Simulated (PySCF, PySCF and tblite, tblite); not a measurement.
**CH₁₀FNSi₃: a scan of pyramidal angle**

How do energy and shieldings of CH₁₀FNSi₃ (`C[SiH2]N[SiH2][SiH2]F`) change along pyramidal angle?

Programs: PySCF 2.14.0 with density-fitted response routines of our own, and tblite 0.8.0. All values are computed, except where a source is named. Atoms count from 0 throughout.

## 1. The molecule as given

16 atoms, charge 0, multiplicity 1; geometry from: force field or distance geometry start.

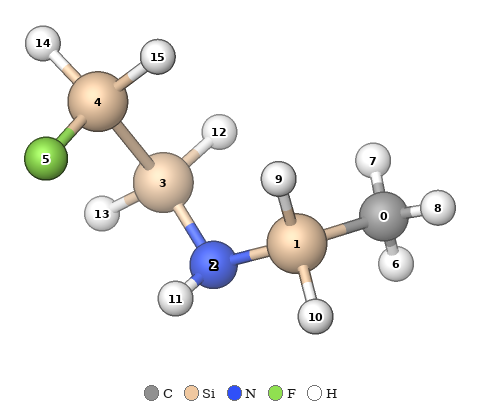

The starting geometry (carbon grey, silicon light orange, nitrogen blue, fluorine green, hydrogen white), atoms numbered.

## 2. GFN2-xTB relaxation, start minimum

Job settings and geometry (Å):

```
{"job": {"xc": "GFN2-xTB", "basis": "xTB", "kind": "relax"}, "charge": 0, "multiplicity": 1}
C      2.604300    -0.368100    -0.151700
Si     0.948600    -0.775900    -0.881100
N      0.004000     0.571300    -1.197300
Si    -0.760900     1.221600     0.176200
Si    -2.504900    -0.038700     1.160300
F     -3.522400    -0.520600     0.001200
H      3.148600     0.333500    -0.794300
H      2.510200     0.099900     0.842000
H      3.215700    -1.266600    -0.034500
H      0.186000    -1.708100    -0.000900
H      1.127200    -1.456000    -2.175700
H     -0.712600     0.332300    -1.892500
H      0.277600     1.525000     1.207000
H     -1.323700     2.508600    -0.263200
H     -3.251800     0.790500     2.149700
H     -1.953500    -1.239700     1.843500
```

Launch:

```bash
$ OMP_NUM_THREADS=1 python ens_run.py task.json out
```

This one command runs the whole study; its stages follow in the order run.

Log:

```text
step      E/eV     max force
  0    -548.70369    2.705
  1    -548.87732    0.812
  2    -548.93045    0.685
  3    -548.97964    0.736
  4    -549.02259    0.668
  5    -549.05299    0.498
  6    -549.07448    0.343
  7    -549.08835    0.307
  8    -549.10147    0.269
  9    -549.11045    0.272
 10    -549.11726    0.231
 11    -549.12517    0.253
 12    -549.13336    0.268
 13    -549.14054    0.291
 14    -549.14571    0.217
 15    -549.14921    0.160
 16    -549.15186    0.193
 17    -549.15432    0.153
 18    -549.15665    0.115
 19    -549.15894    0.123
 20    -549.16113    0.134
 21    -549.16280    0.096
 22    -549.16387    0.083
 23    -549.16466    0.077
 24    -549.16545    0.075
 25    -549.16629    0.085
 26    -549.16710    0.083
 27    -549.16776    0.060
 28    -549.16824    0.079
 29    -549.16863    0.044
 30    -549.16903    0.044
 31    -549.16931    0.046
 32    -549.16959    0.034
 33    -549.16979    0.036
 34    -549.17002    0.038
 35    -549.17034    0.064
 36    -549.17077    0.080
 37    -549.17121    0.072
 38    -549.17154    0.041
 39    -549.17177    0.046
 40    -549.17203    0.069
 41    -549.17243    0.083
 42    -549.17291    0.072
 43    -549.17327    0.038
 44    -549.17347    0.033
 45    -549.17361    0.030
 46    -549.17378    0.035
 47    -549.17408    0.051
 48    -549.17447    0.055
 49    -549.17484    0.041
 50    -549.17504    0.028
 51    -549.17513    0.022
 52    -549.17522    0.030
 53    -549.17534    0.033
 54    -549.17549    0.034
 55    -549.17562    0.025
 56    -549.17569    0.019
 57    -549.17572    0.013
 58    -549.17575    0.015
 59    -549.17580    0.020
 60    -549.17585    0.018
 61    -549.17590    0.016
 62    -549.17594    0.019
 63    -549.17600    0.022
 64    -549.17608    0.033
 65    -549.17622    0.041
 66    -549.17637    0.033
 67    -549.17650    0.033
 68    -549.17661    0.031
 69    -549.17677    0.040
 70    -549.17702    0.059
 71    -549.17730    0.057
 72    -549.17754    0.033
 73    -549.17773    0.035
 74    -549.17803    0.054
 75    -549.17856    0.077
 76    -549.17930    0.096
 77    -549.17999    0.070
 78    -549.18037    0.048
 79    -549.18048    0.044
 80    -549.18073    0.043
 81    -549.18107    0.048
 82    -549.18168    0.063
 83    -549.18243    0.067
 84    -549.18308    0.053
 85    -549.18343    0.072
 86    -549.18366    0.047
 87    -549.18398    0.039
 88    -549.18430    0.087
 89    -549.18489    0.051
 90    -549.18517    0.052
 91    -549.18543    0.052
 92    -549.18568    0.049
 93    -549.18594    0.049
 94    -549.18614    0.030
 95    -549.18626    0.023
 96    -549.18635    0.025
 97    -549.18642    0.023
 98    -549.18655    0.018
 99    -549.18661    0.020
100    -549.18670    0.020
101    -549.18676    0.020
102    -549.18685    0.017
103    -549.18691    0.016
104    -549.18696    0.015
105    -549.18699    0.017
106    -549.18705    0.020
107    -549.18715    0.026
108    -549.18727    0.033
109    -549.18739    0.034
110    -549.18749    0.028
111    -549.18760    0.021
112    -549.18771    0.022
113    -549.18782    0.022
114    -549.18790    0.028
115    -549.18798    0.022
116    -549.18806    0.024
117    -549.18815    0.021
118    -549.18825    0.021
119    -549.18833    0.025
120    -549.18839    0.021
121    -549.18845    0.020
122    -549.18851    0.015
123    -549.18857    0.016
124    -549.18861    0.018
125    -549.18868    0.018
126    -549.18874    0.016
127    -549.18879    0.019
128    -549.18886    0.020
129    -549.18896    0.026
130    -549.18907    0.023
131    -549.18918    0.022
132    -549.18927    0.021
133    -549.18934    0.026
134    -549.18943    0.028
135    -549.18955    0.029
136    -549.18980    0.029
137    -549.18995    0.026
138    -549.19007    0.024
139    -549.19015    0.035
140    -549.19021    0.043
141    -549.19032    0.025
142    -549.19043    0.025
143    -549.19051    0.031
144    -549.19061    0.035
145    -549.19075    0.039
146    -549.19095    0.040
147    -549.19117    0.039
148    -549.19136    0.042
149    -549.19152    0.048
150    -549.19166    0.058
151    -549.19188    0.037
152    -549.19211    0.038
153    -549.19237    0.037
154    -549.19263    0.049
155    -549.19299    0.051
156    -549.19330    0.046
157    -549.19360    0.049
158    -549.19379    0.035
159    -549.19407    0.046
160    -549.19436    0.043
161    -549.19471    0.046
162    -549.19503    0.053
163    -549.19554    0.068
164    -549.19606    0.046
165    -549.19627    0.067
166    -549.19679    0.091
167    -549.19710    0.040
168    -549.19752    0.038
169    -549.19788    0.051
170    -549.19825    0.056
171    -549.19890    0.066
172    -549.19976    0.096
173    -549.20084    0.116
174    -549.20206    0.108
175    -549.20034    0.318
176    -549.20388    0.079
177    -549.20462    0.067
178    -549.20604    0.147
179    -549.20688    0.072
180    -549.20793    0.061
181    -549.21074    0.159
182    -549.21181    0.191
183    -549.21353    0.148
184    -549.21547    0.135
185    -549.21844    0.144
186    -549.22141    0.145
187    -549.22263    0.132
188    -549.22460    0.122
189    -549.22725    0.161
190    -549.22859    0.120
191    -549.22992    0.144
192    -549.23194    0.101
193    -549.23382    0.133
194    -549.23523    0.125
195    -549.23632    0.128
196    -549.23768    0.083
197    -549.23884    0.070
198    -549.24059    0.091
199    -549.24141    0.082
200    -549.24196    0.067
201    -549.24236    0.048
202    -549.24284    0.065
203    -549.24331    0.046
204    -549.24364    0.057
205    -549.24389    0.040
206    -549.24411    0.039
207    -549.24433    0.045
208    -549.24463    0.046
209    -549.24498    0.055
210    -549.24544    0.062
211    -549.24588    0.076
212    -549.24630    0.047
213    -549.24663    0.036
214    -549.24690    0.037
215    -549.24718    0.041
216    -549.24775    0.070
217    -549.24848    0.084
218    -549.24928    0.090
219    -549.24993    0.089
220    -549.25034    0.058
221    -549.25082    0.078
222    -549.25135    0.063
223    -549.25220    0.051
224    -549.25315    0.073
225    -549.25368    0.058
226    -549.25428    0.071
227    -549.25498    0.060
228    -549.25570    0.071
229    -549.25616    0.073
230    -549.25664    0.056
231    -549.25679    0.100
232    -549.25722    0.034
233    -549.25741    0.029
234    -549.25774    0.035
235    -549.25797    0.041
236    -549.25822    0.039
237    -549.25845    0.036
238    -549.25865    0.047
239    -549.25893    0.038
240    -549.25931    0.035
241    -549.25953    0.029
242    -549.25967    0.055
243    -549.25979    0.023
244    -549.25989    0.027
245    -549.26002    0.026
246    -549.26011    0.029
247    -549.26034    0.027
248    -549.26049    0.027
249    -549.26062    0.026
250    -549.26070    0.046
251    -549.26083    0.031
252    -549.26098    0.030
253    -549.26114    0.030
254    -549.26120    0.019
255    -549.26128    0.017
256    -549.26135    0.022
257    -549.26143    0.026
258    -549.26153    0.032
259    -549.26168    0.030
260    -549.26190    0.051
261    -549.26217    0.047
262    -549.26254    0.042
263    -549.26278    0.047
264    -549.26328    0.061
265    -549.26358    0.066
266    -549.26373    0.098
267    -549.26433    0.047
268    -549.26464    0.040
269    -549.26497    0.049
270    -549.26533    0.078
271    -549.26577    0.065
272    -549.26613    0.053
273    -549.26635    0.037
274    -549.26657    0.046
275    -549.26710    0.075
276    -549.26742    0.054
277    -549.26775    0.051
278    -549.26793    0.028
279    -549.26806    0.026
280    -549.26816    0.029
281    -549.26827    0.026
282    -549.26835    0.023
283    -549.26844    0.028
284    -549.26853    0.025
285    -549.26865    0.031
286    -549.26875    0.027
287    -549.26881    0.016
288    -549.26885    0.014
289    -549.26888    0.017
290    -549.26893    0.026
291    -549.26898    0.024
292    -549.26902    0.021
293    -549.26906    0.020
294    -549.26909    0.017
295    -549.26912    0.024
296    -549.26917    0.023
297    -549.26922    0.018
298    -549.26926    0.021
299    -549.26930    0.020
300    -549.26935    0.024
301    -549.26942    0.023
302    -549.26948    0.016
303    -549.26953    0.022
304    -549.26957    0.022
305    -549.26961    0.023
306    -549.26964    0.017
307    -549.26967    0.010
308    -549.26969    0.013
309    -549.26972    0.015
310    -549.26975    0.014
311    -549.26978    0.011
312    -549.26980    0.008
313    -549.26981    0.009
314    -549.26983    0.009
315    -549.26984    0.009
316    -549.26985    0.007
317    -549.26986    0.006
318    -549.26986    0.006
319    -549.26987    0.007
320    -549.26988    0.006
321    -549.26988    0.007
322    -549.26989    0.007
323    -549.26990    0.007
324    -549.26990    0.008
325    -549.26991    0.008
326    -549.26992    0.006
327    -549.26992    0.006
328    -549.26993    0.005
329    -549.26993    0.006
330    -549.26994    0.006
331    -549.26994    0.006
332    -549.26995    0.007
333    -549.26996    0.005
334    -549.26996    0.006
335    -549.26997    0.009
336    -549.26998    0.009
337    -549.27000    0.009
338    -549.27002    0.009
339    -549.27003    0.009
340    -549.27004    0.010
341    -549.27006    0.010
342    -549.27007    0.011
343    -549.27009    0.017
344    -549.27012    0.023
345    -549.27015    0.025
346    -549.27018    0.023
347    -549.27021    0.018
348    -549.27024    0.015
349    -549.27027    0.014
350    -549.27031    0.014
351    -549.27033    0.013
352    -549.27035    0.012
353    -549.27037    0.011
354    -549.27038    0.010
355    -549.27040    0.006
356    -549.27041    0.009
357    -549.27042    0.010
358    -549.27043    0.010
359    -549.27044    0.008
360    -549.27045    0.008
361    -549.27045    0.006
362    -549.27046    0.005
363    -549.27046    0.005
364    -549.27047    0.005
365    -549.27047    0.005
366    -549.27048    0.005
367    -549.27048    0.005
368    -549.27048    0.006
369    -549.27048    0.005
370    -549.27049    0.005
371    -549.27049    0.005
372    -549.27049    0.003
373    -549.27049    0.003
374    -549.27049    0.002
```

Wall time 4.7 s (1 thread of Intel Xeon Platinum 8259CL at 2.50GHz, shared host).

Relaxing gained 0.567 eV and moved the atoms by 1.71 Å on average (rms).

## 3. Relaxed scan, pyramidal angle

Job settings and geometry (Å):

```
{"job": {"xc": "GFN2-xTB", "basis": "xTB", "coordinate": [["t", [11, 1, 3, 2], 0.3333333333333333], ["t", [1, 3, 11, 2], 0.3333333333333333], ["t", [3, 11, 1, 2], 0.3333333333333333]], "kind": "drive"}, "charge": 0, "multiplicity": 1}
C      1.693338    -0.771570     0.617587
Si     1.355528    -0.662520    -1.239649
N     -0.234305    -0.012847    -1.483854
Si    -1.173989     1.135680    -0.575200
Si    -1.628581     0.294010     1.514615
F     -2.978154     1.038597     2.013234
H      1.690983     0.210287     1.080765
H      0.951393    -1.379405     1.126037
H      2.666120    -1.217390     0.800497
H      1.353467    -1.989875    -1.866934
H      2.377525     0.185303    -1.875192
H     -0.538622    -0.107032    -2.438973
H     -0.477325     2.437952    -0.525128
H     -2.370146     1.343432    -1.407820
H     -0.699793     0.620563     2.598275
H     -1.995038    -1.116241     1.650330
```

Log:

```text
point  coordinate     E/eV
  0     11.300     -549.27045
  1     14.600     -549.26881
```

Run time: 0.36 s. Hardware: 1 thread of Intel Xeon Platinum 8259CL at 2.50GHz, shared host.

## 4. Relaxed scan, pyramidal angle

job is that of step 3.

Log:

```text
point  coordinate     E/eV
  0      8.100     -549.26898
  1      4.200     -549.26411
  2      0.300     -549.25659
  3     -3.600     -549.24684
  4     -7.600     -549.23978
  5    -10.900     -549.23008
  6    -14.200     -549.21887
```

Wall time 2.4 s (1 thread of Intel Xeon Platinum 8259CL at 2.50GHz, shared host).

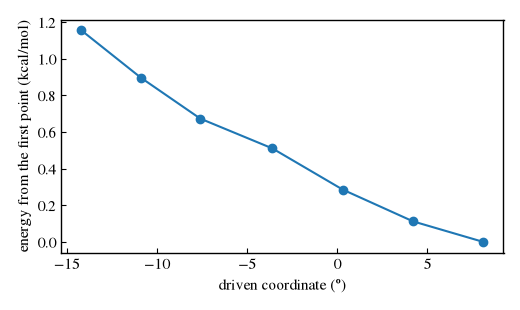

Energy along the scan.

## 5. Shieldings, coordinate held at -14.2: PBE0/pcSseg-1 in cyclohexane

Job settings and geometry (Å):

```
{"job": {"kind": "nmr", "xc": "PBE0", "basis": "pcSseg-1", "solvent": "cyclohexane", "every": 1, "pop": false}, "charge": 0, "multiplicity": 1}
C      1.747717    -0.676779     0.582466
Si     1.346796    -0.660929    -1.269521
N     -0.199919     0.079560    -1.549551
Si    -1.097756     1.178500    -0.542352
Si    -1.702460     0.258491     1.482210
F     -3.088480     0.959374     1.938558
H      1.735379     0.327994     0.995084
H      1.034213    -1.272117     1.145890
H      2.735103    -1.091953     0.759991
H      1.273954    -2.028529    -1.797905
H      2.361740     0.121239    -1.986322
H     -0.783894    -0.454822    -2.171077
H     -0.233383     2.358728    -0.384364
H     -2.245166     1.562308    -1.381269
H     -0.840039     0.526883     2.633610
H     -2.053254    -1.163384     1.515559
```

Log:

```text
coarse grid: 14312 points
cycle   1  E = -1066.5226427727  dE =  2.172e-01  |g| = 7.286e-01  |ddm| = 3.513e+00
cycle   2  E = -1066.4166810218  dE =  1.060e-01  |g| = 1.069e+00  |ddm| = 1.405e+00
cycle   3  E = -1066.6222319192  dE = -2.056e-01  |g| = 7.064e-02  |ddm| = 8.945e-01
cycle   4  E = -1066.6230763589  dE = -8.444e-04  |g| = 3.069e-02  |ddm| = 7.638e-02
cycle   5  E = -1066.6233058804  dE = -2.295e-04  |g| = 5.305e-03  |ddm| = 2.724e-02
cycle   6  E = -1066.6233109968  dE = -5.116e-06  |g| = 1.839e-03  |ddm| = 5.476e-03
final grid: 123304 points
cycle   7  E = -1066.6585157431  dE = -2.406e-05  |g| = 5.423e-03  |ddm| = 1.748e-02
cycle   8  E = -1066.6585128066  dE =  2.936e-06  |g| = 6.476e-03  |ddm| = 9.072e-03
cycle   9  E = -1066.6585223077  dE = -9.501e-06  |g| = 4.974e-04  |ddm| = 5.023e-03
cycle  10  E = -1066.6585223409  dE = -3.319e-08  |g| = 2.308e-04  |ddm| = 5.360e-04
cycle  11  E = -1066.6585223521  dE = -1.124e-08  |g| = 3.499e-05  |ddm| = 1.933e-04
cycle  12  E = -1066.6585223524  dE = -2.299e-10  |g| = 1.431e-05  |ddm| = 4.965e-05
converged SCF energy = -1066.6585223524

GIAO shielding tensors (ppm)
atom      isotropic    diamagn.    paramagn.     s11        s22        s33       span
  0 C      189.452     257.495     -68.044    179.045    191.876    197.434     18.389
  1 Si     379.071     880.466    -501.395    334.105    378.096    425.012     90.908
  2 N      278.191     326.151     -47.960    252.982    257.860    323.730     70.748
  3 Si     404.298     880.695    -476.397    354.305    393.654    464.934    110.628
  4 Si     346.645     877.306    -530.662    277.362    317.851    444.721    167.359
  5 F      431.907     463.668     -31.761    382.818    451.440    461.464     78.646
  6 H       31.379      33.772      -2.393     27.589     29.824     36.724      9.135
  7 H       32.053      33.995      -1.942     27.882     30.184     38.093     10.211
  8 H       31.557      29.467       2.090     27.130     27.679     39.860     12.730
  9 H       26.965      29.421      -2.456     23.345     25.336     32.212      8.867
 10 H       26.847      28.872      -2.025     22.618     25.348     32.574      9.955
 11 H       32.207      32.369      -0.162     22.287     29.241     45.094     22.808
 12 H       26.646      30.191      -3.545     23.082     25.345     31.511      8.428
 13 H       26.491      29.065      -2.574     22.777     25.377     31.318      8.541
 14 H       26.196      29.983      -3.788     22.367     26.921     29.298      6.931
 15 H       26.224      30.071      -3.846     22.613     26.756     29.304      6.690
```

Run time: 49 s. Hardware: 1 thread of Intel Xeon Platinum 8259CL at 2.50GHz, shared host; peak memory 0.87 GiB.

Key values: HOMO -7.12 eV, LUMO -0.88 eV; dipole 2.16 D.

Orbitals, density, ELF and potential are computed afterwards from the orbital file.

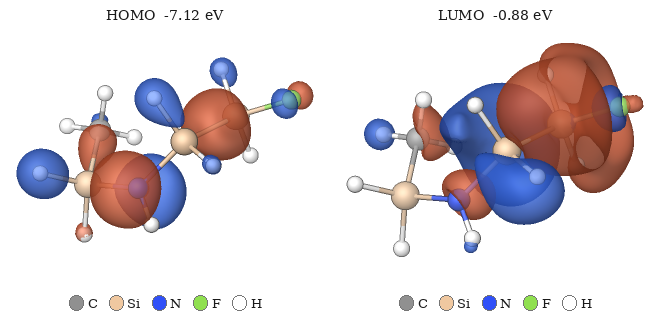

PBE0/pcSseg-1 orbitals near the gap, drawn at the value that encloses 70 % of each; the two colours are the two signs.

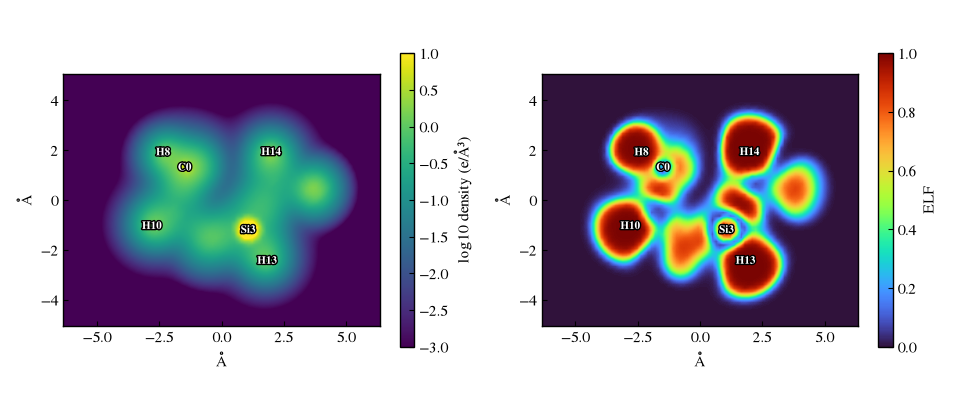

Density (left) and ELF (right) in a plane through or near 6 of the atoms.

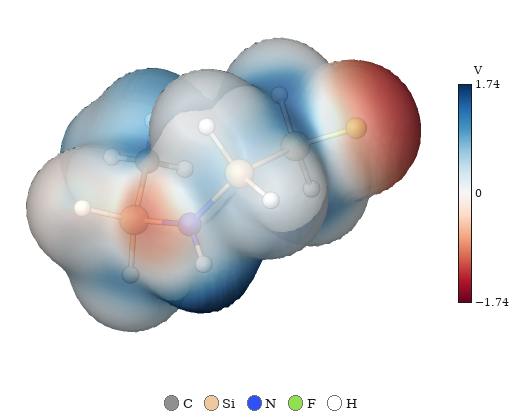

Electrostatic potential on the surface of density 0.002 e/bohr³; red is low, blue high. It runs from -1.26 V near F5 to 1.74 V near H11.

(Part 1 of 3 ends here.)
